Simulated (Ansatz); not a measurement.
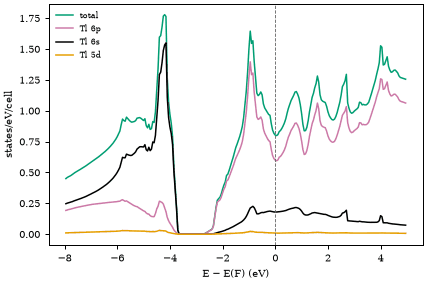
Figure. Total and projected density of states of Tl (hcp (Mg type), space group No. 194), the program Ansatz at the PBE+D3(BJ) level (PAW)

Which orbitals carry the states next to the Fermi level?

Within 0.5 eV of the Fermi level: Tl 6p 77 %, Tl 6s 20 %. Projections are on Löwdin-orthogonalised atomic valence shells; empty p or d shells of many metals are not among them.

Where is the tallest occupied peak in this window, and what makes it?

Near -4.2 eV, about 1.8 states/eV per cell; the largest projected share is Tl 6s.

Space group P6_3/mmc (hcp (Mg type)). The cell was relaxed with PBE+D3(BJ) under the symmetry of its start. The pairwise dispersion correction was not fitted to metals. Scalar-relativistic: spin–orbit coupling is off unless named, which matters more the heavier the elements.

Potentials: the earlier of the program's two PAW sets.
